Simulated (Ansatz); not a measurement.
**What a change does: single-point calculation on WN2H2F2**

System: WN2H2F2 (W(NH)2F2).
Method of the first run: RKS PBE0-D4/def2-TZVP (Ansatz 0.2.0).

The geometry comes from this level: PBE-D4/def2-SVP. Text and figures count atoms from 1; the logs count them from 0 in places.

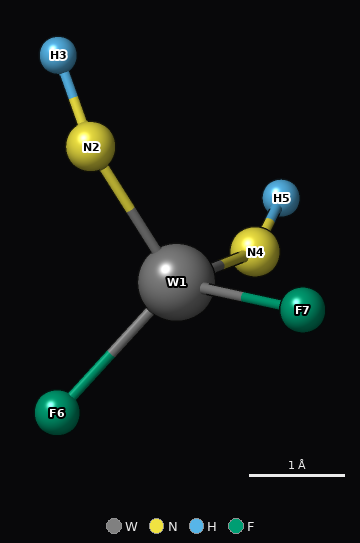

Fig. 1: The structure as given in the input (ball-and-stick view, seen at a tilt; atoms are numbered from 1 in the order of the input). Sticks mark near contacts.

Input file, the first run:
```yaml
crystal:
  periodic: [false, false, false]
  atoms:
    - {symbol: W, position_ang: [-0.457084, 0.008650, -0.320879]}
    - {symbol: N, position_ang: [-0.448011, -0.010439, 1.436875]}
    - {symbol: H, position_ang: [-0.015130, -0.025354, 2.364557]}
    - {symbol: N, position_ang: [1.199281, -0.003870, -0.909456]}
    - {symbol: H, position_ang: [2.218882, -0.016486, -0.817500]}
    - {symbol: F, position_ang: [-1.230376, 1.646119, -0.859219]}
    - {symbol: F, position_ang: [-1.267572, -1.598609, -0.894388]}
basis:
  gaussian: {orbitals: def2-TZVP, initial_orbitals: start.molden}
hamiltonian: {xc: pbe0, dispersion: d4}
scf: {omitted_lower_state_checks: [starts]}
output: {orbitals: {seedname: orbitals}}
```

Launched with:
```bash
ansatz run in.yaml --threads 4 --pin off --events-out ev --progress --plain --max-ram 3916MiB
```

Hardware: 4 threads of Arm Neoverse V2, 23 GiB of memory available, shared host.

Output (the first run):
```
Functional definition: PBE0
  parameter a = 0.25
  parameter kappa = 0.804
  parameter beta = 0.06672455060314922
  exchange = (1 - a)*pbe_x(kappa = kappa, mu = beta*pi^2/3) + a*exact_x
  correlation = pbe_c(beta = beta)
these checks for a lower state are left out or cut short: starts
1110 factors; their error is unknown
mean field evaluation 1: about -10266.6198 eV, gradient 1.9e2 eV
mean field evaluation 2: about -10271.0303 eV, gradient 4.9e0 eV
mean field evaluation 4: about -10271.1194 eV, gradient 2.5e-1 eV
mean field evaluation 8: about -10271.1195 eV, gradient 8.2e-6 eV
mean field -10271.11949427 eV, -377.4566793997 hartree, gradient 8.2e-6 eV, S^2 0.000000; 0 other end points of the search recorded, 0 dependent functions left out
reference -10271.11952211 eV, -377.4566804226 hartree; 24, 24 occupied and 152, 152 virtual orbitals, 1110 factors
Total energy: -10271.25029406 eV, -377.4614862032 hartree
Checks for a lower state left out: starts
```

For the second run the input was changed thus:
```diff
-hamiltonian: {xc: pbe0, dispersion: d4}
+hamiltonian: {xc: {name: BHLYP}, dispersion: d4}
```

Predict how the results change.

The total energies belong to different models, so their difference says nothing on which is more stable or more accurate. The HOMO goes from −8.27 to −9.53 eV. The LUMO goes from −1.74 to −0.88 eV.

Output (the second run):
```
Functional definition: BHLYP
  parameter a = 0.5
  exchange = (1 - a)*b88_x + a*exact_x
  correlation = lyp_c
these checks for a lower state are left out or cut short: starts
1239 factors; their error is unknown
mean field evaluation 1: about -10271.8172 eV, gradient 9.0e0 eV
mean field evaluation 2: about -10271.9491 eV, gradient 2.4e-1 eV
mean field evaluation 4: about -10272.0414 eV, gradient 9.4e-4 eV
mean field -10272.04140922 eV, -377.4905591490 hartree, gradient 1.4e-5 eV, S^2 0.000000; 0 other end points of the search recorded, 0 dependent functions left out
reference -10272.04156754 eV, -377.4905649674 hartree; 24, 24 occupied and 152, 152 virtual orbitals, 1239 factors
Total energy: -10272.25213530 eV, -377.4983031898 hartree
Checks for a lower state left out: starts
```

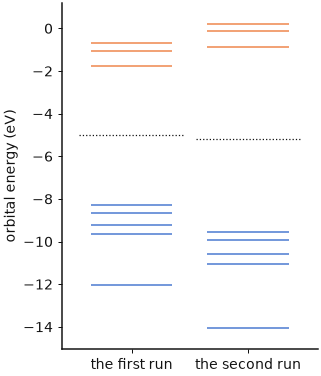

Fig. 2: The five highest filled and three lowest empty orbital energies of the two runs; the dotted lines part filled from empty levels. The HOMO–LUMO gap is 6.53 eV in the first run and 8.64 eV in the second run.

The two runs side by side:

```csv
quantity,the first run,the second run
outcome,converged,converged
total energy (hartree),−377.461486,−377.498303
HOMO (eV),−8.27,−9.53
LUMO (eV),−1.74,−0.88
basis functions,176,176
wall time (shared host),1.9 s,2.1 s
```
